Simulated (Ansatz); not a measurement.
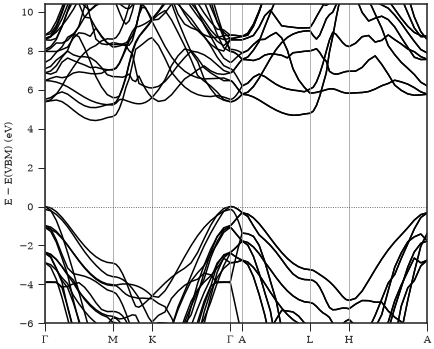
Figure: Band structure from DFT-PBE in the program Ansatz with PAW potentials

**Question.** Read off the gap and where the band edges lie.

**Answer.** About 4.4 eV (4.42 eV by a search for the band edges); maximum at Γ, minimum on the Γ–M line, 73 % of the way from Γ.

The material is C in space group P6_3/mmc (No. 194; C on 4f, C on 4f, C on 4e).

The workflow started from a Materials Project entry (that database holds measured and hypothetical structures alike). Its sites differ from those of the usual phase in this space group: another stacking or structure type. The PBE relaxation kept the symmetry of its start; whether a distortion lowers the energy is not shown.

Potentials: the later of the program's two PAW sets.
